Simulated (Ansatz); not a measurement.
# CH7AlSi2: ladder of methods at one geometry in Python

How do the methods compare on CH7AlSi2, in result and in cost? A script is to give a ladder of methods at one geometry; the system is CH7AlSi2. SMILES: [CH3][Al]1[SiH2][SiH2]1.

Computed with the Python package of Ansatz 0.2.0. The levels of theory stand in the script.

### 1 The system

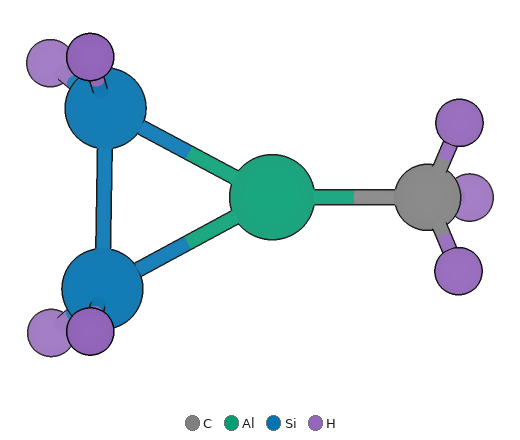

The starting structure, viewed from a chosen angle; carbon grey, aluminium teal, silicon blue, hydrogen purple.

The script holds or builds the structure itself.

### 2 The code

Contents of methods_ch7alsi2.py:

```python
import ansatz

BASIS = "def2-SVP"

geometry_ang = [
    ("C", [-1.2201, 1.9582, -0.5896]),
    ("Al", [-0.4925, 0.2143, -0.1967]),
    ("Si", [0.3984, -1.2715, 1.4046]),
    ("Si", [1.2668, -1.3982, -0.6479]),
    ("H", [-0.6516, 2.4997, -1.3928]),
    ("H", [-1.2802, 2.6344, 0.3201]),
    ("H", [-2.2784, 1.8795, -0.9719]),
    ("H", [-0.3796, -2.3928, 1.7968]),
    ("H", [1.4014, -0.6698, 2.4013]),
    ("H", [2.5642, -0.8933, -0.7718]),
    ("H", [0.737, -2.6176, -1.3317]),
]
mol = ansatz.Crystal.molecule()
for symbol, xyz in geometry_ang:
    mol = mol.atom(symbol, xyz)

job = mol.calculation().basis(gaussian=BASIS)

methods = ["mp2", "ccsd", "ccsd_t"]
reports = [job.correlation(m).run().report for m in methods]
print(f"Hartree-Fock reference {reports[0]['reference_energy_ev'] / 27.211386246:.6f} Ha")
best = reports[-1]["free_energy_ev"] - reports[-1]["reference_energy_ev"]
for method, each in zip(methods, reports):
    gained = each["free_energy_ev"] - each["reference_energy_ev"]
    print(f"{method:8s} total {each['free_energy_ev'] / 27.211386246:.6f} Ha  correlation {gained:9.4f} eV  ({100 * gained / best:.1f} % of the last)")
```

### 3 The input behind the calls

The engine receives this input (first run):

```yaml
crystal:
  periodic: [false, false, false]
  atoms:
    - { symbol: C, position_ang: [-1.2201, 1.9582, -0.5896] }
    - { symbol: Al, position_ang: [-0.4925, 0.2143, -0.1967] }
    - { symbol: Si, position_ang: [0.3984, -1.2715, 1.4046] }
    - { symbol: Si, position_ang: [1.2668, -1.3982, -0.6479] }
    - { symbol: H, position_ang: [-0.6516, 2.4997, -1.3928] }
    - { symbol: H, position_ang: [-1.2802, 2.6344, 0.3201] }
    - { symbol: H, position_ang: [-2.2784, 1.8795, -0.9719] }
    - { symbol: H, position_ang: [-0.3796, -2.3928, 1.7968] }
    - { symbol: H, position_ang: [1.4014, -0.6698, 2.4013] }
    - { symbol: H, position_ang: [2.5642, -0.8933, -0.7718] }
    - { symbol: H, position_ang: [0.737, -2.6176, -1.3317] }
basis:
  gaussian:
    orbitals: def2-SVP
correlation:
  method: mp2
```

### 4 Running it

Launch:

```sh
python methods_ch7alsi2.py
```

Log:

```text
Hartree-Fock reference -861.358555 Ha
mp2      total -861.762045 Ha  correlation  -10.9795 eV  (83.5 % of the last)
ccsd     total -861.826329 Ha  correlation  -12.7288 eV  (96.8 % of the last)
ccsd_t   total -861.841793 Ha  correlation  -13.1496 eV  (100.0 % of the last)
```

It took 31 s on 1 thread of Arm Neoverse N1, shared host; peak memory 0.42 GiB.

### 5 Inputs of later runs

The engine's inputs for the other runs:

Run 2, against run 1:

```diff
@@ -19 +19 @@
-  method: mp2
+  method: ccsd
```

Run 3, against run 1:

```diff
@@ -19 +19 @@
-  method: mp2
+  method: ccsd_t
```

### 6 The runs side by side

From the records of these 3 runs:

```tsv
run	method	energy (eV)	iterations in all	CPU time (s)
1	mp2	-23449.7399	11	3
2	ccsd	-23451.4891	17	12
3	ccsd_t	-23451.9099	17	15
```

Correlation energies (total less mean field):

```tsv
method	correlation (eV)	share of the last	miss against the last (eV)	CPU time (s)
mp2	-10.980	83.5 %	+2.170	3
ccsd	-12.729	96.8 %	+0.421	12
ccsd_t	-13.150	100.0 %	+0.000	15
```

### 7 What came out

```
                    quantity       value
               runs compared           3
correlation energy, last run  -13.150 eV
```

What this shows: mp2 catches 83 % of the correlation energy of ccsd_t. In CPU time, run 3 (ccsd_t) cost about 5.1 times as much as run 1 (mp2). Caveats:
- The geometry is a force-field or estimated start, not a minimum of this method, and the basis set is short of its limit. A lower total doesn't mark the better method: functionals have no common bound, and MP2 and coupled cluster aren't variational.
- Inner cores stay frozen, so this is valence correlation.
